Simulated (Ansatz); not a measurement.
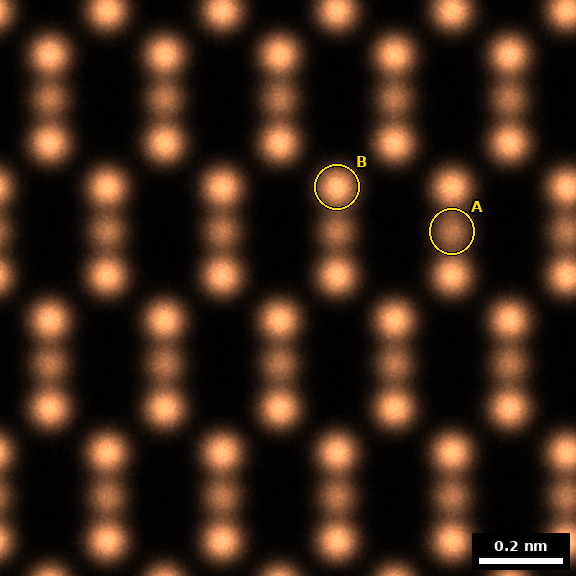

Dark-field STEM-like image of CaCo₂ (P6/mmm, No. 191) along [101]. Simulation: incoherent imaging, intensity Z^1.7 per atom, probe width 0.75 Å, thin sample. Shot noise was added. Structure: the geometry relaxed at fixed volume with DFT PBEsol, scalar-relativistic, plane waves, PAW in Ansatz; the starting structure was generated, so it need not be a known form of this composition.

```cif
data_structure
_symmetry_space_group_name_H-M 'P 1'
_symmetry_Int_Tables_number 1
_cell_length_a 3.7219
_cell_length_b 3.7219
_cell_length_c 4.2271
_cell_angle_alpha 90.000
_cell_angle_beta 90.000
_cell_angle_gamma 120.000
_cell_volume 50.71
loop_
_atom_site_label
_atom_site_type_symbol
_atom_site_fract_x
_atom_site_fract_y
_atom_site_fract_z
_atom_site_occupancy
Ca1 Ca 0.00000 0.00000 0.00000 1
Co1 Co 0.33333 0.66667 0.50000 1
Co2 Co 0.66667 0.33333 0.50000 1
```

### Name the elements in each circled column.

A: Ca (1 Ca per 5.63 Å along the beam; about 60 % of the brightest peak). B: Co (1 Co per 5.63 Å along the beam; the brightest kind). Brightness is counted from the darkest point of the image.
